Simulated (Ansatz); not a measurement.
Consider Cs2TaF6 (started from the K2PtCl6 type) (Fm-3m).

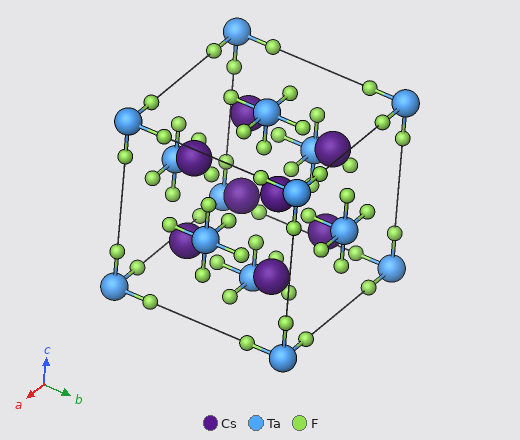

The structure (caesium purple, tantalum blue, fluorine green). Some periodic images of atoms are drawn too.

The structure was built from a prototype and need not be the compound's stable phase.

The structure is cubic, space group Fm-3m (No. 225). The conventional cell has a = 9.401 Å, b = 9.401 Å, c = 9.401 Å, α = 90.00°, β = 90.00°, γ = 90.00°. Cs has 12 F at 3.34 Å nearest. Nearest to Ta lie 6 F at 2.00 Å. Nearest to F lie 1 Ta at 2.00 Å and 4 Cs at 3.34 Å. Farther neighbours and most contacts between anions are not listed.

```xyz
9
Lattice="4.7004 4.7004 0.0000 4.7004 0.0000 -4.7004 0.0000 4.7004 -4.7004" Properties=species:S:1:pos:R:3 pbc="T T T"
Cs    2.3502    2.3502   -2.3502
Cs    7.0506    7.0506   -7.0506
Ta    0.0000    0.0000    0.0000
F     1.9992    4.7004   -4.7004
F     7.4016    4.7004   -4.7004
F     4.7004    1.9992   -4.7004
F     4.7004    7.4016   -4.7004
F     4.7004    4.7004   -1.9992
F     4.7004    4.7004   -7.4016
```

The structure was relaxed with PBE. The structure type comes from a generator and need not be one that this composition takes. The structure was generated from a model, not taken from a measurement. The runs that relaxed it are not among those shown. The program's search for lower electronic states was switched off, so nothing shows that the state found is the lowest. Spin-orbit coupling is left out unless a run names it. PAW set soft_2, made with PBE.

A constrained-RPA run (Ansatz 0.2.0; non-magnetic PBE; Ta t2g, bands v1 to c2, 2×2×2 mesh, medium accuracy) builds 3 functions on bands 0.11 eV wide, with 1.0 electrons in the window. The bare on-site interaction is 11.8 eV and the bare J 0.46 eV.

Q: Estimate U, U′ and J.

On the Ta t2g shell, U = 5.73 eV (49 % of the bare value), U′ = 5.01 eV, J = 0.34 eV.

The parent state is non-magnetic and the interaction static (zero frequency); U depends on the window and the orbitals, so it belongs to this model alone. Spin-orbit coupling, which is strong for atoms this heavy, is left out. Coarse meshes can leave U off its limit, most where the target bands are metallic.

[Paths, hosts, dates, memory and timing lines, banners, echoed tables and standing remarks are left out of the program output.]

[Logs are printed without paths, hosts, clocks, repeated set-up lines and the standing remarks that a program may print on its own settings, such as how far it seeks lower states.]

[Runs of the session that timed out or met a known fault of the program may be left out.]

[Hosts, paths, dates, database ids (printed as entryN), source tags and the programs' standing remarks are cut or masked in the printed files.]
